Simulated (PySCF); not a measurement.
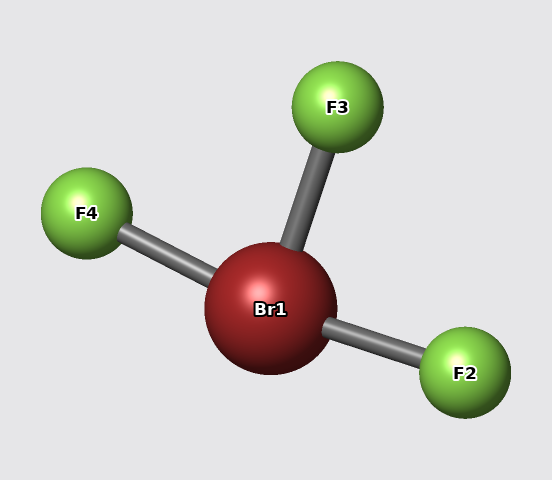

The thickness of each stick grows with its Mayer bond order. The geometry was computed by an optimisation with PBE0/def2-TZVP. Method: PBE0/def2-TZVP (PySCF 2.14.0).

List the Mayer bond orders of Br1–F3, Br1–F2 (one bond of each equivalent set).

| bond | Mayer order | length (Å) |
| --- | --- | --- |
| Br1–F3 | 0.97 | 1.722 |
| Br1–F2 | 0.82 | 1.809 |
